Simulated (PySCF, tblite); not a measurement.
# 1-penten-3-yne: dynamics, then NMR shifts on frames

How do NMR shifts of 1-penten-3-yne (`C=CC#CC`) change as the atoms move?

The runs use tblite 0.8.0 and PySCF 2.14.0, with density-fitted response routines of our own; the level of theory stands in each step. All values are computed, except where a source is named. Atoms count from 0, in the outputs and in this text.

## 1. Starting geometry

11 atoms, charge 0, multiplicity 1; geometry from: GFN2-xTB.

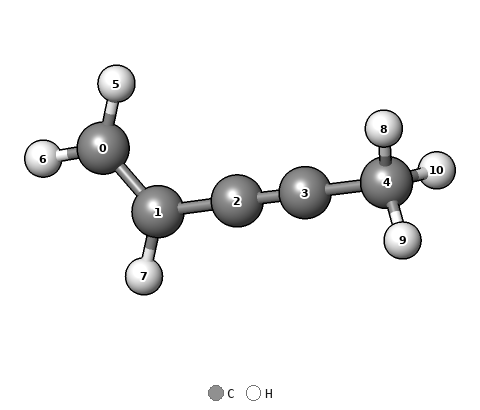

The starting geometry (carbon grey, hydrogen white), atoms numbered.

## 2. A short Langevin run with GFN2-xTB

Job settings and geometry (Å):

```
{"job": {"kind": "md", "xc": "GFN2-xTB", "basis": "xTB", "temperature": 200, "steps": 2000, "every": 50, "frames": 5}, "charge": 0, "multiplicity": 1}
C     -2.492857     0.290242    -0.189151
C     -1.494273    -0.512318    -0.539504
C     -0.146799    -0.278852    -0.192813
C      1.006900    -0.090754     0.092514
C      2.391389     0.138849     0.436879
H     -2.323117     1.179600     0.394637
H     -3.510075     0.082756    -0.474032
H     -1.674845    -1.405498    -1.126462
H      2.457551     0.712049     1.361664
H      2.908421    -0.811708     0.569698
H      2.883130     0.698304    -0.359394
```

Method: GFN2-xTB Langevin dynamics, gas phase.

Launch:

```sh
$ OMP_NUM_THREADS=1 python probes_run.py task.json out
```

One launch serves the whole session: the jobs run in the order shown.

Log:

```text
t/fs     T/K      E/eV
    0.0   175.5   -371.85758
   25.0    82.8   -371.62219
   50.0   219.8   -371.68559
   75.0   201.3   -371.68803
  100.0   145.3   -371.63429
  125.0   177.5   -371.72251
  150.0   165.3   -371.64297
  175.0   149.3   -371.63612
  200.0   179.1   -371.61114
  225.0   151.4   -371.63360
  250.0   172.1   -371.59014
  275.0   141.0   -371.69616
  300.0   156.7   -371.70515
  325.0   143.5   -371.68963
  350.0   108.2   -371.63427
  375.0   127.5   -371.68127
  400.0   165.1   -371.72808
  425.0   173.4   -371.62853
  450.0   199.7   -371.57498
  475.0   270.3   -371.59485
  500.0   178.1   -371.43904
  525.0   195.9   -371.66664
  550.0   166.0   -371.65652
  575.0   184.2   -371.64786
  600.0   174.4   -371.59706
  625.0   206.8   -371.56643
  650.0   274.5   -371.68350
  675.0   227.2   -371.59586
  700.0   180.1   -371.57589
  725.0   231.0   -371.67119
  750.0   232.7   -371.58615
  775.0   219.1   -371.66840
  800.0   155.9   -371.59915
  825.0   157.1   -371.67887
  850.0   191.8   -371.73584
  875.0   160.0   -371.64833
  900.0   145.4   -371.70538
  925.0   210.6   -371.67693
  950.0   180.4   -371.61084
  975.0   183.0   -371.64126
 1000.0   214.8   -371.74554
```

Wall time 6.3 s (1 thread of Arm Neoverse V1, shared host); peak memory 0.18 GiB.

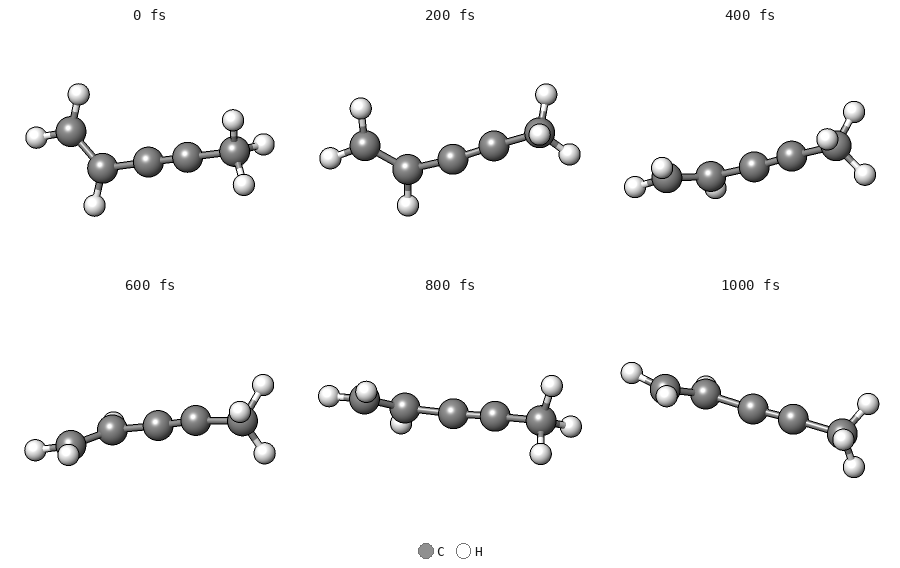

Frames of the run.

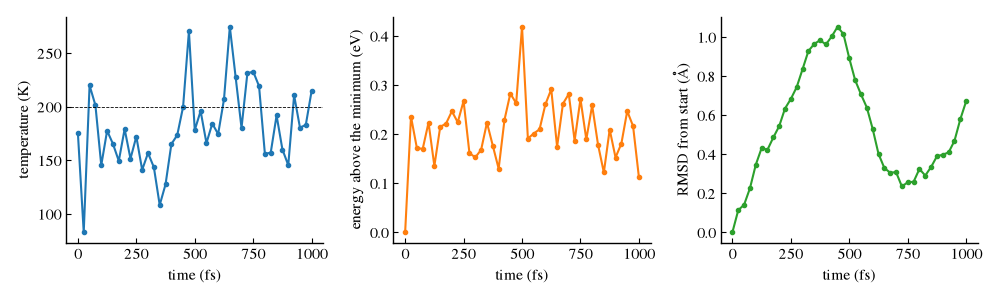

Temperature, potential energy and distance from the start.

Positions (Å) and forces (eV/Å) at 1000 fs:

```xyz
11

C    -2.593   -0.780    0.440   -0.142    0.187    0.876
C    -1.763   -0.452   -0.525    1.292    0.252   -0.985
C    -0.338   -0.708   -0.492   -2.492    0.313   -0.102
C     0.845   -0.847   -0.491    1.415   -0.317   -0.029
C     2.278   -1.056   -0.555    0.285   -0.159    0.700
H    -2.208   -1.252    1.335   -0.193   -0.038   -0.059
H    -3.621   -0.448    0.462    0.067   -0.304   -0.156
H    -2.113    0.051   -1.440    0.221   -0.214    0.452
H     2.518   -1.665   -1.440    0.012    0.053    0.443
H     2.772   -0.087   -0.657    0.003   -0.048   -0.044
H     2.667   -1.523    0.399   -0.467    0.275   -1.095
```

## 3. Shielding tensors: 250 fs, PBE0/pcSseg-1

Job settings and geometry (Å):

```
{"job": {"kind": "nmr", "xc": "PBE0", "basis": "pcSseg-1", "pop": false}, "charge": 0, "multiplicity": 1}
C     -2.613700    -0.881200    -0.058100
C     -1.483300    -0.998800    -0.726300
C     -0.267900    -0.459200    -0.199100
C      0.857200    -0.268400     0.151300
C      2.190400     0.144800     0.438000
H     -2.733600    -0.256300     0.827900
H     -3.562500    -1.423700    -0.265900
H     -1.343500    -1.638000    -1.619700
H      2.376900     1.245900     0.396300
H      2.544900    -0.193800     1.393800
H      2.796000    -0.393700    -0.290300
```

Level: GIAO PBE0/pcSseg-1 NMR shielding, non-relativistic, gas phase.

Log:

```text
coarse grid: 9152 points
cycle   1  E = -193.7127166548  dE =  6.138e-01  |g| = 3.575e-01  |ddm| = 3.163e+00
cycle   2  E = -193.7218588391  dE = -9.142e-03  |g| = 3.084e-01  |ddm| = 9.291e-01
cycle   3  E = -193.7479061167  dE = -2.605e-02  |g| = 4.005e-02  |ddm| = 4.764e-01
cycle   4  E = -193.7479021983  dE =  3.918e-06  |g| = 4.025e-02  |ddm| = 6.276e-02
cycle   5  E = -193.7482980648  dE = -3.959e-04  |g| = 4.938e-03  |ddm| = 3.195e-02
cycle   6  E = -193.7483033002  dE = -5.235e-06  |g| = 1.864e-03  |ddm| = 7.599e-03
final grid: 88272 points
cycle   7  E = -193.7795835275  dE = -1.754e-05  |g| = 5.436e-03  |ddm| = 3.412e-02
cycle   8  E = -193.7795819295  dE =  1.598e-06  |g| = 6.099e-03  |ddm| = 1.006e-02
cycle   9  E = -193.7795907670  dE = -8.837e-06  |g| = 1.410e-03  |ddm| = 4.894e-03
cycle  10  E = -193.7795912752  dE = -5.083e-07  |g| = 1.983e-04  |ddm| = 1.275e-03
cycle  11  E = -193.7795912801  dE = -4.860e-09  |g| = 1.359e-04  |ddm| = 2.700e-04
cycle  12  E = -193.7795912850  dE = -4.899e-09  |g| = 1.820e-05  |ddm| = 1.246e-04
cycle  13  E = -193.7795912851  dE = -7.657e-11  |g| = 5.243e-06  |ddm| = 2.056e-05
converged SCF energy = -193.7795912851

GIAO shielding tensors (ppm)
atom      isotropic    diamagn.    paramagn.     s11        s22        s33       span
  0 C       54.031     253.210    -199.179    -58.003     57.450    162.648    220.651
  1 C       62.754     257.675    -194.922    -47.538     75.415    160.384    207.922
  2 C       99.354     259.493    -160.139      4.844     17.765    275.454    270.611
  3 C       92.331     266.656    -174.326     17.350     31.411    228.230    210.880
  4 C      182.594     251.252     -68.658    171.454    180.424    195.905     24.451
  5 H       25.708      31.259      -5.551     22.931     24.953     29.241      6.309
  6 H       25.695      27.058      -1.362     23.753     25.001     28.332      4.579
  7 H       25.030      29.489      -4.459     22.267     25.459     27.364      5.097
  8 H       28.937      28.801       0.136     24.190     26.833     35.788     11.599
  9 H       30.247      28.772       1.475     25.481     28.129     37.130     11.649
 10 H       29.378      28.260       1.118     23.966     28.249     35.918     11.952
```

Wall time 5.8 s (1 thread of Arm Neoverse V1, shared host); peak memory 0.51 GiB.

The references, computed at this level on geometries of the same kind, shield at (ppm): 1H TMS 31.72, 13C TMS 186.9. Their shielding less the atom's gives the shift. The references are single molecules in the gas phase. Each atom is listed at this fixed geometry, with no averaging over motion; a spectrum would average atoms that exchange fast.

| atoms | environment | σ (ppm) | δ (ppm) |
| --- | --- | --- | --- |
| C0 | terminal =CH2 carbon | 54.0 | 132.9 |
| C1 | alkene CH | 62.8 | 124.2 |
| C3 | alkyne carbon | 92.3 | 94.6 |
| C2 | alkyne carbon | 99.4 | 87.6 |
| C4 | propargylic methyl carbon | 182.6 | 4.3 |
| H7 | hydrogen on an alkene CH | 25.03 | 6.69 |
| H6 | hydrogen on a terminal =CH2 carbon | 25.70 | 6.02 |
| H5 | hydrogen on a terminal =CH2 carbon | 25.71 | 6.01 |
| H8 | hydrogen on a propargylic methyl carbon | 28.94 | 2.78 |
| H10 | hydrogen on a propargylic methyl carbon | 29.38 | 2.34 |
| H9 | hydrogen on a propargylic methyl carbon | 30.25 | 1.47 |

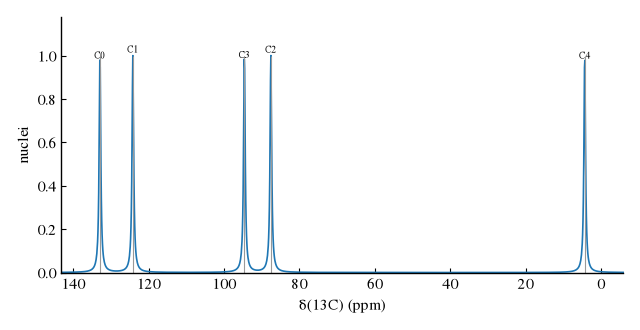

13C lines at the computed shifts, without couplings. Lines are broadened to a width of 0.51 ppm (Lorentzian).

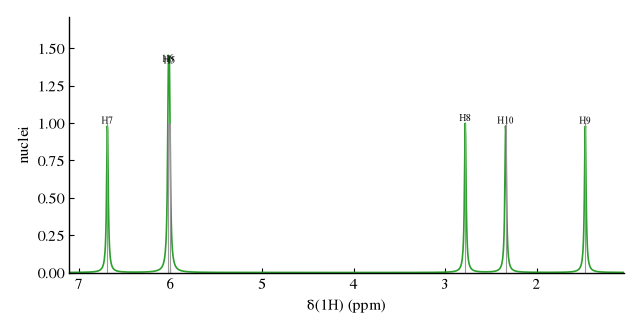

1H lines at the computed shifts, without couplings. Lines are broadened to a width of 0.02 ppm (Lorentzian).

## 4. NMR shieldings: 425 fs, PBE0/pcSseg-1

Job settings and geometry (Å):

```
{"job": {"kind": "nmr", "xc": "PBE0", "basis": "pcSseg-1", "pop": false}, "charge": 0, "multiplicity": 1}
C     -2.343800    -1.507400     0.116000
C     -1.383200    -1.006600    -0.633400
C     -0.117800    -0.674200    -0.143900
C      1.006900    -0.461800     0.200900
C      2.383000    -0.167600     0.626300
H     -2.070800    -1.715500     1.131100
H     -3.409500    -1.658000    -0.221200
H     -1.514200    -0.915700    -1.694100
H      2.758100     0.805800     0.406300
H      2.543300    -0.255000     1.713400
H      3.053900    -0.885700     0.150700
```

With the program's defaults for keys left out, this is: GIAO PBE0/pcSseg-1 NMR shielding, non-relativistic, gas phase.

Log:

```text
coarse grid: 9152 points
cycle   1  E = -193.7164017938  dE =  6.246e-01  |g| = 3.518e-01  |ddm| = 3.289e+00
cycle   2  E = -193.7240110573  dE = -7.609e-03  |g| = 3.096e-01  |ddm| = 8.084e-01
cycle   3  E = -193.7485871515  dE = -2.458e-02  |g| = 9.024e-02  |ddm| = 3.953e-01
cycle   4  E = -193.7502505480  dE = -1.663e-03  |g| = 3.764e-02  |ddm| = 8.824e-02
cycle   5  E = -193.7505998640  dE = -3.493e-04  |g| = 3.606e-03  |ddm| = 3.241e-02
cycle   6  E = -193.7506017071  dE = -1.843e-06  |g| = 2.382e-03  |ddm| = 6.862e-03
final grid: 88272 points
cycle   7  E = -193.7821921571  dE = -1.776e-05  |g| = 6.701e-03  |ddm| = 4.810e-02
cycle   8  E = -193.7821831972  dE =  8.960e-06  |g| = 8.807e-03  |ddm| = 1.584e-02
cycle   9  E = -193.7822039306  dE = -2.073e-05  |g| = 1.765e-03  |ddm| = 8.836e-03
cycle  10  E = -193.7822047414  dE = -8.108e-07  |g| = 2.573e-04  |ddm| = 1.398e-03
cycle  11  E = -193.7822047524  dE = -1.102e-08  |g| = 1.502e-04  |ddm| = 2.901e-04
cycle  12  E = -193.7822047577  dE = -5.351e-09  |g| = 2.519e-05  |ddm| = 1.193e-04
cycle  13  E = -193.7822047579  dE = -1.515e-10  |g| = 5.701e-06  |ddm| = 2.975e-05
converged SCF energy = -193.7822047579

GIAO shielding tensors (ppm)
atom      isotropic    diamagn.    paramagn.     s11        s22        s33       span
  0 C       50.802     256.937    -206.135    -75.838     69.160    159.083    234.921
  1 C       62.133     259.665    -197.532    -53.777     74.690    165.487    219.264
  2 C      101.120     254.287    -153.167      8.510     12.714    282.135    273.625
  3 C       91.107     263.334    -172.228     25.652     29.973    217.696    192.044
  4 C      181.659     251.768     -70.109    171.077    175.192    198.709     27.633
  5 H       25.795      32.216      -6.421     21.690     25.067     30.626      8.936
  6 H       25.039      27.520      -2.480     22.453     24.706     27.959      5.506
  7 H       25.969      31.385      -5.416     23.249     26.334     28.323      5.074
  8 H       30.306      30.619      -0.312     25.696     27.999     37.224     11.528
  9 H       29.522      28.489       1.033     24.713     27.494     36.358     11.645
 10 H       29.647      27.323       2.324     24.508     27.878     36.554     12.047
```

It took 5.5 s on 1 thread of Arm Neoverse V1, shared host; peak memory 0.52 GiB.

This run: δ C0 136.1, C1 124.8, C3 95.8, C2 85.8, H6 6.68, H5 5.92 ppm.

## 5. Nuclear shieldings: 625 fs, PBE0/pcSseg-1

Job settings and geometry (Å):

```
{"job": {"kind": "nmr", "xc": "PBE0", "basis": "pcSseg-1", "pop": false}, "charge": 0, "multiplicity": 1}
C     -1.957400    -1.634500     0.247100
C     -1.109900    -0.918600    -0.482100
C      0.247100    -0.798900    -0.128700
C      1.379800    -0.594400     0.268700
C      2.803600    -0.534700     0.423300
H     -1.564300    -2.252700     0.973700
H     -2.981900    -1.758700     0.104700
H     -1.454900    -0.383400    -1.352600
H      3.298700    -1.396900     0.009000
H      3.200700     0.444100     0.042500
H      2.981000    -0.420100     1.498500
```

With the program's defaults for keys left out, this is: GIAO PBE0/pcSseg-1 NMR shielding, non-relativistic, gas phase.

Log:

```text
coarse grid: 9152 points
cycle   1  E = -193.7116251475  dE =  6.506e-01  |g| = 3.488e-01  |ddm| = 3.174e+00
cycle   2  E = -193.7194771820  dE = -7.852e-03  |g| = 3.102e-01  |ddm| = 9.452e-01
cycle   3  E = -193.7439707808  dE = -2.449e-02  |g| = 7.807e-02  |ddm| = 4.639e-01
cycle   4  E = -193.7451420434  dE = -1.171e-03  |g| = 4.020e-02  |ddm| = 9.077e-02
cycle   5  E = -193.7455354316  dE = -3.934e-04  |g| = 9.404e-03  |ddm| = 3.765e-02
cycle   6  E = -193.7455550400  dE = -1.961e-05  |g| = 3.337e-03  |ddm| = 9.356e-03
cycle   7  E = -193.7455579533  dE = -2.913e-06  |g| = 4.386e-04  |ddm| = 3.793e-03
final grid: 88272 points
cycle   8  E = -193.7768650366  dE = -2.236e-05  |g| = 5.843e-03  |ddm| = 3.704e-02
cycle   9  E = -193.7768661768  dE = -1.140e-06  |g| = 5.556e-03  |ddm| = 1.076e-02
cycle  10  E = -193.7768740749  dE = -7.898e-06  |g| = 3.658e-04  |ddm| = 4.805e-03
cycle  11  E = -193.7768741047  dE = -2.974e-08  |g| = 1.127e-04  |ddm| = 6.312e-04
cycle  12  E = -193.7768741069  dE = -2.255e-09  |g| = 5.729e-05  |ddm| = 1.660e-04
cycle  13  E = -193.7768741077  dE = -7.636e-10  |g| = 1.776e-05  |ddm| = 5.726e-05
converged SCF energy = -193.7768741077

GIAO shielding tensors (ppm)
atom      isotropic    diamagn.    paramagn.     s11        s22        s33       span
  0 C       52.999     252.887    -199.888    -74.179     61.981    171.195    245.374
  1 C       61.087     257.613    -196.526    -55.583     73.742    165.103    220.686
  2 C       97.162     260.073    -162.912      3.437      9.583    278.464    275.027
  3 C       86.660     265.888    -179.228     15.485     28.401    216.094    200.609
  4 C      180.483     251.349     -70.866    170.266    176.389    194.795     24.529
  5 H       26.699      33.153      -6.454     22.190     26.422     31.485      9.295
  6 H       26.415      30.405      -3.990     23.123     26.906     29.216      6.093
  7 H       25.794      31.483      -5.688     23.334     26.065     27.985      4.651
  8 H       29.511      27.875       1.635     24.534     27.808     36.190     11.656
  9 H       28.693      28.552       0.141     23.997     26.905     35.177     11.180
 10 H       29.415      28.126       1.289     24.390     27.820     36.036     11.646
```

It took 5.3 s on 1 thread of Arm Neoverse V1, shared host; peak memory 0.52 GiB.

This run: δ C0 133.9, C1 125.8, C3 100.3, C2 89.8, H7 5.92, H6 5.30 ppm.

## 6. Shielding tensors: 800 fs, PBE0/pcSseg-1

Job settings and geometry (Å):

```
{"job": {"kind": "nmr", "xc": "PBE0", "basis": "pcSseg-1", "pop": false}, "charge": 0, "multiplicity": 1}
C     -2.309700    -0.926700     0.509800
C     -1.467200    -0.708100    -0.501200
C     -0.063800    -0.707300    -0.442300
C      1.136300    -0.647700    -0.370400
C      2.532500    -0.687000    -0.097800
H     -1.971400    -1.036500     1.500100
H     -3.345000    -0.945000     0.405000
H     -1.829800    -0.813800    -1.557400
H      2.824100    -1.709300     0.165300
H      3.077300    -0.440600    -1.050700
H      2.863000     0.081100     0.666100
```

With the program's defaults for keys left out, this is: GIAO PBE0/pcSseg-1 NMR shielding, non-relativistic, gas phase.

Log:

```text
coarse grid: 9152 points
cycle   1  E = -193.7144804407  dE =  6.156e-01  |g| = 3.503e-01  |ddm| = 3.277e+00
cycle   2  E = -193.7227632319  dE = -8.283e-03  |g| = 3.088e-01  |ddm| = 8.403e-01
cycle   3  E = -193.7479416752  dE = -2.518e-02  |g| = 6.156e-02  |ddm| = 4.207e-01
cycle   4  E = -193.7484563146  dE = -5.146e-04  |g| = 4.198e-02  |ddm| = 7.616e-02
cycle   5  E = -193.7488968460  dE = -4.405e-04  |g| = 6.721e-03  |ddm| = 3.616e-02
cycle   6  E = -193.7489049935  dE = -8.148e-06  |g| = 3.440e-03  |ddm| = 7.333e-03
cycle   7  E = -193.7489080771  dE = -3.084e-06  |g| = 5.184e-04  |ddm| = 3.596e-03
final grid: 88272 points
cycle   8  E = -193.7796500946  dE = -1.931e-05  |g| = 5.514e-03  |ddm| = 5.088e-02
cycle   9  E = -193.7796507944  dE = -6.998e-07  |g| = 5.365e-03  |ddm| = 1.111e-02
cycle  10  E = -193.7796582961  dE = -7.502e-06  |g| = 5.532e-04  |ddm| = 5.012e-03
cycle  11  E = -193.7796583560  dE = -5.991e-08  |g| = 2.278e-04  |ddm| = 5.486e-04
cycle  12  E = -193.7796583671  dE = -1.108e-08  |g| = 8.812e-05  |ddm| = 2.277e-04
cycle  13  E = -193.7796583689  dE = -1.816e-09  |g| = 2.430e-05  |ddm| = 8.544e-05
cycle  14  E = -193.7796583691  dE = -1.449e-10  |g| = 7.749e-06  |ddm| = 2.775e-05
converged SCF energy = -193.7796583691

GIAO shielding tensors (ppm)
atom      isotropic    diamagn.    paramagn.     s11        s22        s33       span
  0 C       53.925     255.414    -201.489    -71.578     62.005    171.349    242.926
  1 C       60.851     257.791    -196.940    -49.104     66.857    164.799    213.903
  2 C       99.824     257.478    -157.655      9.291     12.328    277.851    268.560
  3 C       86.477     265.935    -179.457     23.059     24.193    212.181    189.122
  4 C      177.904     251.737     -73.833    169.345    174.654    189.714     20.369
  5 H       26.313      33.360      -7.047     22.212     26.152     30.574      8.363
  6 H       26.482      30.295      -3.812     23.111     26.780     29.555      6.444
  7 H       25.173      28.837      -3.664     21.870     26.187     27.463      5.592
  8 H       29.065      27.715       1.350     24.161     27.511     35.523     11.362
  9 H       28.705      26.826       1.879     23.803     27.008     35.303     11.500
 10 H       28.334      28.700      -0.365     23.767     26.505     34.731     10.964
```

Run time: 5.5 s. Hardware: 1 thread of Arm Neoverse V1, shared host; peak memory 0.51 GiB.

This run: δ C0 133.0, C1 126.1, C3 100.4, C2 87.1, H7 6.54, H5 5.40 ppm.

## 7. Nuclear shieldings: 1000 fs, PBE0/pcSseg-1

Job settings and geometry (Å):

```
{"job": {"kind": "nmr", "xc": "PBE0", "basis": "pcSseg-1", "pop": false}, "charge": 0, "multiplicity": 1}
C     -2.592700    -0.779700     0.440400
C     -1.762600    -0.452200    -0.524900
C     -0.337900    -0.708300    -0.491700
C      0.845000    -0.846700    -0.491500
C      2.277800    -1.056400    -0.555500
H     -2.208000    -1.252000     1.335100
H     -3.620800    -0.447700     0.462000
H     -2.112700     0.050900    -1.440500
H      2.517600    -1.664700    -1.439700
H      2.772000    -0.087200    -0.657300
H      2.667500    -1.523000     0.399200
```

With the program's defaults for keys left out, this is: GIAO PBE0/pcSseg-1 NMR shielding, non-relativistic, gas phase.

Log:

```text
coarse grid: 9152 points
cycle   1  E = -193.7202180571  dE =  5.665e-01  |g| = 3.563e-01  |ddm| = 3.280e+00
cycle   2  E = -193.7300836001  dE = -9.866e-03  |g| = 3.023e-01  |ddm| = 8.306e-01
cycle   3  E = -193.7546473092  dE = -2.456e-02  |g| = 4.405e-02  |ddm| = 3.769e-01
cycle   4  E = -193.7547577061  dE = -1.104e-04  |g| = 3.855e-02  |ddm| = 5.701e-02
cycle   5  E = -193.7551231148  dE = -3.654e-04  |g| = 6.260e-03  |ddm| = 3.130e-02
cycle   6  E = -193.7551301584  dE = -7.044e-06  |g| = 3.199e-03  |ddm| = 6.859e-03
cycle   7  E = -193.7551327376  dE = -2.579e-06  |g| = 4.933e-04  |ddm| = 2.844e-03
final grid: 88272 points
cycle   8  E = -193.7866628408  dE = -1.917e-05  |g| = 5.461e-03  |ddm| = 4.479e-02
cycle   9  E = -193.7866635399  dE = -6.991e-07  |g| = 5.322e-03  |ddm| = 1.071e-02
cycle  10  E = -193.7866708904  dE = -7.350e-06  |g| = 5.336e-04  |ddm| = 4.690e-03
cycle  11  E = -193.7866709487  dE = -5.832e-08  |g| = 2.072e-04  |ddm| = 5.339e-04
cycle  12  E = -193.7866709574  dE = -8.667e-09  |g| = 8.970e-05  |ddm| = 2.032e-04
cycle  13  E = -193.7866709593  dE = -1.917e-09  |g| = 2.094e-05  |ddm| = 8.163e-05
cycle  14  E = -193.7866709594  dE = -9.578e-11  |g| = 8.100e-06  |ddm| = 2.366e-05
converged SCF energy = -193.7866709594

GIAO shielding tensors (ppm)
atom      isotropic    diamagn.    paramagn.     s11        s22        s33       span
  0 C       56.268     256.759    -200.491    -64.976     69.808    163.972    228.948
  1 C       59.627     260.686    -201.059    -53.874     74.124    158.630    212.504
  2 C      100.668     256.794    -156.126     11.968     13.871    276.165    264.196
  3 C       93.467     265.173    -171.706     22.097     27.721    230.584    208.487
  4 C      178.660     252.572     -73.912    170.983    173.737    191.261     20.278
  5 H       25.897      32.228      -6.331     22.433     25.095     30.162      7.730
  6 H       26.020      29.063      -3.043     23.211     25.724     29.125      5.914
  7 H       25.438      30.634      -5.196     22.605     26.053     27.655      5.050
  8 H       29.147      26.932       2.215     24.196     27.514     35.732     11.536
  9 H       29.421      30.063      -0.643     24.610     27.785     35.866     11.256
 10 H       28.612      27.816       0.796     23.820     26.819     35.195     11.375
```

It took 5.4 s on 1 thread of Arm Neoverse V1, shared host; peak memory 0.51 GiB.

In short: δ C0 130.7, C1 127.3, C3 93.5, C2 86.3, H7 6.28, H5 5.82 ppm.

## 8. Run by run: NMR shifts

Shifts (ppm) of some atoms, chosen among heavy atoms and hydrogens apart, with basis size and wall time:

| frame | C0 | C1 | C3 | C2 | C4 | H6 | H9 | functions | time |
| --- | --- | --- | --- | --- | --- | --- | --- | --- | --- |
| 250 fs | 132.9 | 124.2 | 94.6 | 87.6 | 4.3 | 6.02 | 1.47 | 115 | 5.8 s |
| 425 fs | 136.1 | 124.8 | 95.8 | 85.8 | 5.3 | 6.68 | 2.20 | 115 | 5.5 s |
| 625 fs | 133.9 | 125.8 | 100.3 | 89.8 | 6.4 | 5.30 | 3.02 | 115 | 5.3 s |
| 800 fs | 133.0 | 126.1 | 100.4 | 87.1 | 9.0 | 5.23 | 3.01 | 115 | 5.5 s |
| 1000 fs | 130.7 | 127.3 | 93.5 | 86.3 | 8.3 | 5.70 | 2.30 | 115 | 5.4 s |

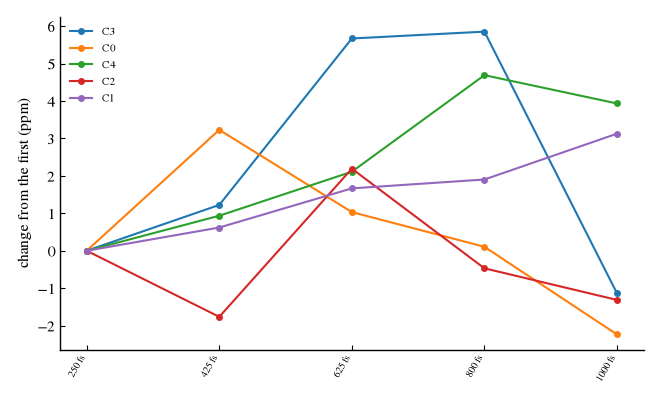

How five of the tabulated atoms move from run to run.

## 9. What came out

| quantity | value |
| --- | --- |
| thermostat | 200 K |
| mean temperature, second half | 194 K |
| mean potential energy above the minimum | 0.22 eV |
| 13C shifts against TMS (PBE0/pcSseg-1, 250 fs) | 132.9, 124.2, 94.6, 87.6, 4.3 ppm |
| 1H shifts against TMS (PBE0/pcSseg-1, 250 fs) | 6.69, 6.02, 6.01, 2.78, 2.34, 1.47 ppm |
| range of the shift of C3 | 93.5 to 100.4 ppm |

In the second half the potential energy averages 0.22 eV above the minimum; equipartition over 27 harmonic modes at 200 K would give 0.23 eV. With 11 atoms the temperature swings widely (83 to 274 K). Shifts at one fixed geometry are not the observed spectrum, which averages over the motion. In the first frame run (250 fs): The widest tensor belongs to C2: span 271 ppm, with a paramagnetic part of -160 ppm. Across the 5 runs the shift of C3 moves most, between 93.5 (1000 fs) and 100.4 ppm (800 fs).
